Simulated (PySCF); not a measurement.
Molecule: C2H10AlN, singlet. Atoms near the plane z = 0.0 Å, at the PBE0/def2-SVP optimised geometry (x, y, z in Å): Al1 (-0.2, -0.6, 0.0), H2 (-0.9, -1.8, -0.8), C3 (-1.1, 1.1, 0.0), H4 (-2.2, 1.0, 0.2), H5 (-1.1, 1.6, -1.0), H6 (-0.7, 1.8, 0.7), C7 (1.8, -0.6, 0.0), H8 (2.2, -0.3, -1.0), H9 (2.2, -1.6, 0.2), H10 (2.2, 0.1, 0.7).

Method: PBE0/def2-TZVP (PySCF). Cells within 0.4 Å of a nucleus heavier than hydrogen are left out (blank, or x). The values are rescaled to run from 0 to 1.

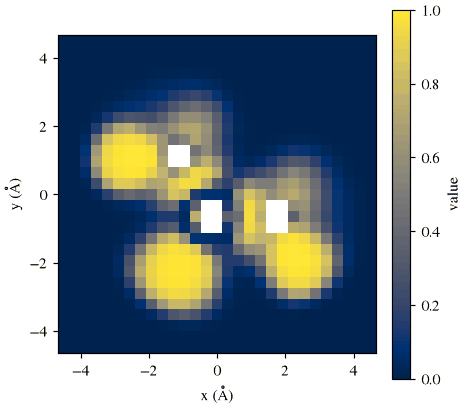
Figure: a field on the plane z = 0.0 Å.

### Question
Which quantity is mapped?
(A) electron localisation function
(B) deformation density (molecule minus spherical neutral atoms)
(C) Laplacian of the electron density
(D) electrostatic potential

### Answer
A, electron localisation function
